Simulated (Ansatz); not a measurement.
**Nudged elastic band, with input and output: C4H13NSi (part 2 of 2)**

Continued. System: C4H13NSi. Method: RHF/cc-pVDZ (Ansatz 0.2.0). It belongs to a series of runs on one base structure; here: band between the two ends.

Geometry of the input (Å):
```
Si 0.0714  -0.1108  0.3017
H  -0.0802  -0.2586  1.7779
C  1.9026  0.0413  -0.1383
H  2.4430  -0.8775  0.1038
H  2.0567  0.2602  -1.1988
H  2.3511  0.8595  0.4330
C  -0.8285  1.4714  -0.2264
H  -1.8896  1.4272  0.0366
H  -0.3978  2.3488  0.2661
H  -0.7573  1.6261  -1.3077
N  -0.5997  -1.5717  -0.3947
C  -1.7849  -2.1829  0.1683
H  -1.8840  -1.9303  1.2248
H  -2.7077  -1.8693  -0.3409
H  -1.7267  -3.2748  0.0959
C  -0.3899  -1.9265  -1.7813
H  -1.2126  -1.5979  -2.4327
H  0.5319  -1.4850  -2.1635
H  -0.2994  -3.0131  -1.8920
```

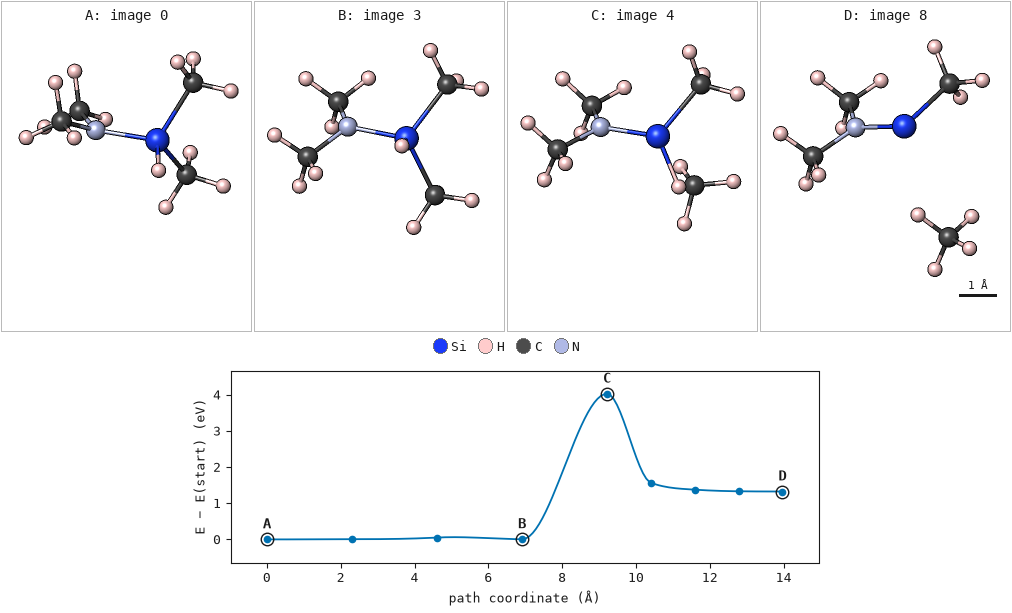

Fig. 1: Images of the last band (counted from 0; ball-and-stick, seen on its broad side) above the energy along the path; the line is a cubic interpolation that uses the forces. The highest image is number 4, 4.025 eV above the start and 2.701 eV above the end (the climbing image); the end lies 1.323 eV above the start. A further maximum stands at image 2, 0.051 eV from the start, so the path isn't one elementary step. The path is 13.97 Å long. The band converged in 32 iterations.

```
Total energy: -13668.50439711 eV, -502.3082717487 hartree
Atom 0 at    -0.516363     0.098970     0.410552 Å, force    -0.000271    -0.000372     0.001392 eV/Å
Atom 1 at     0.669622     0.037414     1.340706 Å, force    -0.000275    -0.000598    -0.000365 eV/Å
Atom 2 at     1.730791    -0.013398     0.213505 Å, force    -0.000042     0.000076    -0.000210 eV/Å
Atom 3 at     1.730715    -0.397829    -0.808542 Å, force     0.000112     0.000262    -0.000102 eV/Å
Atom 4 at     2.157149     0.989621     0.245165 Å, force     0.000030     0.000103    -0.000062 eV/Å
Atom 5 at     2.310149    -0.689929     0.843606 Å, force    -0.000273     0.000194     0.000053 eV/Å
Atom 6 at    -0.629229     1.591107    -0.750766 Å, force     0.000276     0.000782     0.000010 eV/Å
Atom 7 at    -1.678795     1.836315    -0.931975 Å, force    -0.000133    -0.000557    -0.000032 eV/Å
Atom 8 at    -0.164297     2.456133    -0.272238 Å, force    -0.000223     0.000181    -0.000354 eV/Å
Atom 9 at    -0.143726     1.432260    -1.717239 Å, force     0.000350    -0.000167     0.000018 eV/Å
Atom 10 at    -1.049297    -1.373099    -0.350239 Å, force     0.001731     0.000032    -0.001570 eV/Å
Atom 11 at    -1.571989    -2.476830     0.428512 Å, force    -0.000197    -0.000020     0.000191 eV/Å
Atom 12 at    -1.804681    -2.152541     1.442329 Å, force     0.000089    -0.000025     0.000036 eV/Å
Atom 13 at    -2.491929    -2.868893    -0.020439 Å, force    -0.000235     0.000085     0.000128 eV/Å
Atom 14 at    -0.858779    -3.308877     0.496398 Å, force    -0.000125     0.000037    -0.000141 eV/Å
Atom 15 at    -0.774969    -1.731756    -1.724708 Å, force    -0.000903     0.000031     0.001305 eV/Å
Atom 16 at    -1.676651    -2.116363    -2.214169 Å, force    -0.000018     0.000124    -0.000319 eV/Å
Atom 17 at    -0.437042    -0.868301    -2.296806 Å, force     0.000276    -0.000059    -0.000048 eV/Å
Atom 18 at    -0.002078    -2.508002    -1.802053 Å, force    -0.000167    -0.000110     0.000070 eV/Å
Dipole moment:     0.087560    -0.087306    -0.205653 e Å
this run last wrote the band of iteration 32 to [file]
```

The last band as extended XYZ (Å, eV, eV/Å)
```
19
Properties=species:S:1:pos:R:3:forces:R:3 image=0 energy=-13672.52894
Si    0.0714   -0.1108    0.3017    0.0041   0.0017  -0.0268
H    -0.0802   -0.2586    1.7779    0.0010   0.0001   0.0026
C     1.9026    0.0413   -0.1383    0.0017  -0.0094  -0.0063
H     2.4430   -0.8775    0.1038   -0.0046   0.0067  -0.0002
H     2.0567    0.2602   -1.1988   -0.0038  -0.0012   0.0121
H     2.3511    0.8595    0.4330    0.0033   0.0039   0.0019
C    -0.8285    1.4714   -0.2264   -0.0051  -0.0054   0.0026
H    -1.8896    1.4272    0.0366    0.0021   0.0034  -0.0004
H    -0.3978    2.3488    0.2661    0.0008   0.0028   0.0027
H    -0.7573    1.6261   -1.3077    0.0013  -0.0019   0.0032
N    -0.5997   -1.5717   -0.3947   -0.0115  -0.0057   0.0127
C    -1.7849   -2.1829    0.1683    0.0030   0.0000  -0.0097
H    -1.8840   -1.9303    1.2248    0.0012   0.0009  -0.0034
H    -2.7077   -1.8693   -0.3409    0.0083  -0.0044   0.0066
H    -1.7267   -3.2748    0.0959   -0.0014   0.0076  -0.0007
C    -0.3899   -1.9265   -1.7813    0.0079   0.0026  -0.0119
H    -1.2126   -1.5979   -2.4327    0.0106  -0.0058   0.0056
H     0.5319   -1.4850   -2.1635   -0.0175  -0.0089   0.0100
H    -0.2994   -3.0131   -1.8920   -0.0017   0.0130  -0.0005
19
Properties=species:S:1:pos:R:3:forces:R:3 image=1 energy=-13672.52095
Si   -0.0502   -0.0254    0.2703    0.0052   0.0115   0.0085
H    -0.4212   -0.0650    1.7138   -0.0010   0.0009  -0.0002
C     1.8343   -0.1357    0.1172   -0.0017  -0.0021  -0.0015
H     2.2139   -1.0522    0.5775   -0.0026  -0.0011   0.0014
H     2.1503   -0.1309   -0.9307   -0.0012  -0.0010   0.0010
H     2.3140    0.7152    0.6111   -0.0012  -0.0013   0.0013
C    -0.6235    1.6143   -0.4778   -0.0016  -0.0018  -0.0026
H    -1.7052    1.7317   -0.3711    0.0009   0.0006  -0.0009
H    -0.1377    2.4561    0.0252    0.0013  -0.0012   0.0013
H    -0.3806    1.6825   -1.5424    0.0021  -0.0005  -0.0001
N    -0.8748   -1.3772   -0.4685    0.0034   0.0023  -0.0131
C    -1.5110   -2.4398    0.2757   -0.0023  -0.0025   0.0066
H    -1.5927   -2.1775    1.3302    0.0010  -0.0009   0.0003
H    -2.5248   -2.6302   -0.0972    0.0033  -0.0007  -0.0032
H    -0.9555   -3.3851    0.2077    0.0046   0.0026  -0.0023
C    -0.7571   -1.6556   -1.8820   -0.0064  -0.0061   0.0054
H    -1.7411   -1.8027   -2.3428   -0.0001  -0.0019  -0.0010
H    -0.2751   -0.8284   -2.4067   -0.0033   0.0016   0.0012
H    -0.1632   -2.5584   -2.0779   -0.0007   0.0020  -0.0020
19
Properties=species:S:1:pos:R:3:forces:R:3 image=2 energy=-13672.47831
Si   -0.1460    0.0566    0.2288    0.0000  -0.0060  -0.0029
H    -0.6941    0.2447    1.6037    0.0020  -0.0059   0.0028
C     1.7258   -0.2485    0.3936   -0.0165   0.0033  -0.0071
H     1.9468   -1.3191    0.4251   -0.0013  -0.0114   0.0330
H     2.2798    0.1796   -0.4466    0.0011  -0.0212  -0.0303
H     2.1175    0.1960    1.3128    0.0036   0.0412  -0.0070
C    -0.4478    1.6138   -0.7970    0.0039   0.0013   0.0193
H    -1.5141    1.7893   -0.9597   -0.0019  -0.0044   0.0100
H    -0.0396    2.4804   -0.2679    0.0001  -0.0001  -0.0002
H     0.0466    1.5633   -1.7712   -0.0068  -0.0047   0.0021
N    -1.0257   -1.2997   -0.4508    0.0247   0.0360   0.0062
C    -1.1270   -2.5203    0.3214   -0.0141  -0.0100  -0.0207
H    -1.0859   -2.3040    1.3906    0.0029   0.0075  -0.0068
H    -2.0808   -3.0228    0.1282   -0.0034   0.0065  -0.0102
H    -0.3253   -3.2379    0.0947   -0.0093  -0.0023  -0.0071
C    -1.1696   -1.5145   -1.8741    0.0073  -0.0300   0.0146
H    -2.1271   -2.0007   -2.0911    0.0067  -0.0018  -0.0031
H    -1.1581   -0.5690   -2.4163    0.0067   0.0048   0.0134
H    -0.3768   -2.1512   -2.2927   -0.0056  -0.0028  -0.0061
19
Properties=species:S:1:pos:R:3:forces:R:3 image=3 energy=-13672.52588
Si   -0.1280    0.0871    0.1889   -0.0075   0.0086  -0.0034
H    -0.6570    0.3515    1.5592    0.0116   0.0003   0.0016
C     1.7426   -0.1847    0.3356   -0.0495   0.0042  -0.0055
H     2.1777   -0.4524   -0.6322    0.0157   0.0049   0.0028
H     2.2424    0.7212    0.6923    0.0057   0.0006   0.0060
H     1.9669   -0.9900    1.0411    0.0155  -0.0089  -0.0085
C    -0.4622    1.5814   -0.9176    0.0107  -0.0011  -0.0020
H    -1.5323    1.7131   -1.0963   -0.0029  -0.0024   0.0036
H    -0.0879    2.4864   -0.4296    0.0025  -0.0031   0.0005
H     0.0412    1.4994   -1.8849   -0.0057  -0.0016  -0.0010
N    -1.0000   -1.3116   -0.4042    0.0080   0.0062  -0.0020
C    -1.1713   -2.4704    0.4452   -0.0078  -0.0034   0.0057
H    -1.1173   -2.1878    1.4980   -0.0021   0.0018  -0.0015
H    -2.1520   -2.9301    0.2803   -0.0020   0.0008  -0.0025
H    -0.4115   -3.2445    0.2669   -0.0020   0.0021  -0.0016
C    -1.1291   -1.6198   -1.8113    0.0086  -0.0083   0.0078
H    -2.1128   -2.0551   -2.0201    0.0032  -0.0025  -0.0036
H    -1.0377   -0.7200   -2.4198   -0.0016   0.0019   0.0054
H    -0.3731   -2.3375   -2.1601   -0.0003  -0.0001  -0.0015
19
Properties=species:S:1:pos:R:3:forces:R:3 image=4 energy=-13668.50440
Si   -0.5164    0.0990    0.4106   -0.0003  -0.0004   0.0014
H     0.6696    0.0374    1.3407   -0.0003  -0.0006  -0.0004
C     1.7308   -0.0134    0.2135    0.0000   0.0001  -0.0002
H     1.7307   -0.3978   -0.8085    0.0001   0.0003  -0.0001
H     2.1571    0.9896    0.2452    0.0000   0.0001  -0.0001
H     2.3101   -0.6899    0.8436   -0.0003   0.0002   0.0001
C    -0.6292    1.5911   -0.7508    0.0003   0.0008   0.0000
H    -1.6788    1.8363   -0.9320   -0.0001  -0.0006   0.0000
H    -0.1643    2.4561   -0.2722   -0.0002   0.0002  -0.0004
H    -0.1437    1.4323   -1.7172    0.0003  -0.0002   0.0000
N    -1.0493   -1.3731   -0.3502    0.0017   0.0000  -0.0016
C    -1.5720   -2.4768    0.4285   -0.0002   0.0000   0.0002
H    -1.8047   -2.1525    1.4423    0.0001   0.0000   0.0000
H    -2.4919   -2.8689   -0.0204   -0.0002   0.0001   0.0001
H    -0.8588   -3.3089    0.4964   -0.0001   0.0000  -0.0001
C    -0.7750   -1.7318   -1.7247   -0.0009   0.0000   0.0013
H    -1.6767   -2.1164   -2.2142    0.0000   0.0001  -0.0003
H    -0.4370   -0.8683   -2.2968    0.0003  -0.0001   0.0000
H    -0.0021   -2.5080   -1.8021   -0.0002  -0.0001   0.0001
19
Properties=species:S:1:pos:R:3:forces:R:3 image=5 energy=-13670.96280
Si   -1.2228    0.1651    0.4974   -0.2738   0.0343   0.0287
H     1.1537    0.0047    1.1234    0.1853  -0.0016  -0.0867
C     1.9865   -0.0143    0.4146    0.0989  -0.0031   0.0788
H     1.6626   -0.3729   -0.5620   -0.0238  -0.0007   0.0992
H     2.3899    0.9929    0.3159    0.0940  -0.0020   0.0213
H     2.7397   -0.6898    0.8149    0.1631   0.0008  -0.0037
C    -0.7762    1.5420   -0.7682   -0.0488  -0.0195  -0.0255
H    -1.7424    1.9617   -1.0785   -0.0144   0.0491  -0.0813
H    -0.2594    2.3440   -0.2289   -0.0262  -0.0429  -0.0079
H    -0.2021    1.3070   -1.6661   -0.0114  -0.0598   0.0034
N    -1.1919   -1.3407   -0.3637   -0.0573   0.0134  -0.0030
C    -1.5906   -2.5311    0.3713   -0.0159  -0.0094  -0.0110
H    -1.8251   -2.2750    1.4039   -0.0185  -0.0274  -0.0068
H    -2.4784   -2.9911   -0.0754   -0.0039  -0.0367  -0.0093
H    -0.7925   -3.2818    0.3810    0.0137   0.0195  -0.0248
C    -0.8342   -1.6513   -1.7337   -0.0237   0.0225   0.0047
H    -1.6877   -2.0771   -2.2727   -0.0042   0.0055  -0.0152
H    -0.5056   -0.7659   -2.2706   -0.0216   0.0250   0.0113
H    -0.0249   -2.3903   -1.7712   -0.0115   0.0331   0.0278
19
Properties=species:S:1:pos:R:3:forces:R:3 image=6 energy=-13671.15448
Si   -1.4632    0.1769    0.4966   -0.0141   0.0015  -0.0005
H     1.5992   -0.0008    1.3333    0.0255   0.0009   0.0121
C     2.3346   -0.0448    0.5288    0.0209  -0.0008   0.0056
H     1.8784   -0.4818   -0.3598    0.0122  -0.0067   0.0123
H     2.6838    0.9631    0.3016    0.0167  -0.0011  -0.0017
H     3.1756   -0.6621    0.8453    0.0250   0.0028   0.0028
C    -0.9446    1.5172   -0.7862   -0.0103  -0.0011  -0.0028
H    -1.8160    1.7822   -1.3997   -0.0038  -0.0109  -0.0210
H    -0.6572    2.4209   -0.2400   -0.0224   0.0043  -0.0030
H    -0.1253    1.2545   -1.4594    0.0049  -0.0043   0.0103
N    -1.3499   -1.3135   -0.3816   -0.0085   0.0011  -0.0004
C    -1.6696   -2.5512    0.3125   -0.0049  -0.0003  -0.0023
H    -1.9434   -2.3479    1.3470   -0.0074  -0.0027  -0.0023
H    -2.5068   -3.0691   -0.1675   -0.0021  -0.0042  -0.0039
H    -0.8123   -3.2333    0.3147   -0.0017   0.0034  -0.0019
C    -0.9713   -1.5614   -1.7596   -0.0081   0.0040  -0.0009
H    -1.7825   -2.0596   -2.3016   -0.0052  -0.0004  -0.0010
H    -0.7378   -0.6384   -2.2809   -0.0128   0.0059  -0.0005
H    -0.0932   -2.2152   -1.8120   -0.0039   0.0088  -0.0007
19
Properties=species:S:1:pos:R:3:forces:R:3 image=7 energy=-13671.19892
Si   -1.5605    0.1748    0.5114   -0.0015   0.0001  -0.0004
H     2.1082    0.1288    1.5499    0.0055   0.0014   0.0027
C     2.6353   -0.1157    0.6267    0.0032  -0.0007   0.0013
H     1.9931   -0.7296   -0.0062    0.0013  -0.0024   0.0039
H     2.8944    0.8045    0.1011    0.0026  -0.0016  -0.0016
H     3.5455   -0.6677    0.8639    0.0038  -0.0003   0.0007
C    -1.1134    1.5299   -0.7835   -0.0016   0.0001  -0.0005
H    -1.8441    1.5687   -1.6002   -0.0007  -0.0027  -0.0030
H    -1.1151    2.5068   -0.2921   -0.0057   0.0011  -0.0015
H    -0.1229    1.3807   -1.2270   -0.0003   0.0015   0.0020
N    -1.4378   -1.2904   -0.4072   -0.0010   0.0005   0.0000
C    -1.7112   -2.5567    0.2538   -0.0005   0.0000  -0.0004
H    -1.9661   -2.3930    1.3001   -0.0002  -0.0001  -0.0003
H    -2.5473   -3.0787   -0.2241   -0.0002  -0.0002  -0.0003
H    -0.8390   -3.2182    0.2143    0.0000   0.0005  -0.0006
C    -1.0981   -1.4816   -1.8046   -0.0010   0.0006  -0.0006
H    -1.9164   -1.9755   -2.3401   -0.0011   0.0005  -0.0003
H    -0.8957   -0.5359   -2.2978   -0.0016   0.0008  -0.0003
H    -0.2102   -2.1153   -1.9069   -0.0010   0.0010  -0.0007
19
Properties=species:S:1:pos:R:3:forces:R:3 image=8 energy=-13671.20552
Si   -1.7281    0.2177    0.4955   -0.0022  -0.0148  -0.0007
H     2.5692    0.2760    1.5500    0.0061  -0.0096  -0.0124
C     2.7686   -0.3118    0.6525   -0.0074  -0.0014   0.0050
H     1.8509   -0.8073    0.3321    0.0116   0.0077   0.0029
H     3.1258    0.3461   -0.1412   -0.0049  -0.0020   0.0015
H     3.5299   -1.0620    0.8712   -0.0061   0.0027   0.0023
C    -1.3708    1.6086   -0.7890    0.0035  -0.0036  -0.0048
H    -2.0471    1.5602   -1.6504   -0.0004  -0.0007  -0.0008
H    -1.5117    2.5819   -0.3109   -0.0016  -0.0037   0.0012
H    -0.3429    1.5690   -1.1674   -0.0011   0.0009  -0.0014
N    -1.4463   -1.2303   -0.4173    0.0002   0.0173   0.0004
C    -1.6292   -2.5174    0.2349    0.0011  -0.0005   0.0017
H    -1.9177   -2.3793    1.2762    0.0002   0.0000  -0.0013
H    -2.4103   -3.1038   -0.2612    0.0017   0.0019   0.0003
H    -0.7056   -3.1056    0.2114   -0.0009   0.0019   0.0005
C    -1.0618   -1.3879   -1.8077   -0.0016  -0.0023   0.0052
H    -1.8278   -1.9401   -2.3634    0.0018   0.0016   0.0004
H    -0.9207   -0.4270   -2.2925    0.0011   0.0029  -0.0006
H    -0.1259   -1.9511   -1.8913   -0.0011   0.0016   0.0006
```
